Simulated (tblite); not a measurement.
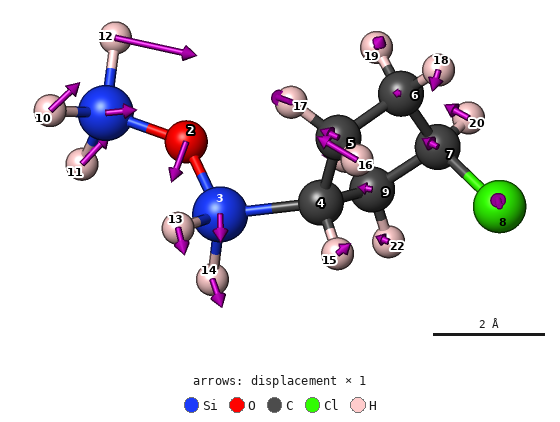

This is a relaxation of C5H13ClOSi2. The starting structure is drawn; purple arrows show the displacements, at their true length. The two geometries are superimposed by the best rigid fit.

A ball-and-stick model, seen at a tilt.

These are results of GFN2-xTB geometry optimisation, gas phase in tblite 0.8.0, not measurements. 

Describe the change and its energy.

Answer. The largest move after the best rigid fit is that of an H atom, 1.61 Å. Largest moves by element: H 1.61 Å, O 0.82 Å, Si 0.60 Å, Cl 0.56 Å, C 0.43 Å. Near-neighbour distances that change, for instance: O–Si 1.671 → 1.620 Å, C–C 1.561 → 1.533 Å, H–Si 1.488 → 1.462 Å, O–Si 1.638 → 1.620 Å. Bond angles that change, for instance: Si–O–Si 138.7° → 166.5°, H–Si–H 108.8° → 113.7°, C–C–H 114.1° → 109.8°. Groups turn about C–C by about 40°, C–C by about 30°, C–C by about 25°. Over 95 geometry steps the energy falls by 0.225 eV.
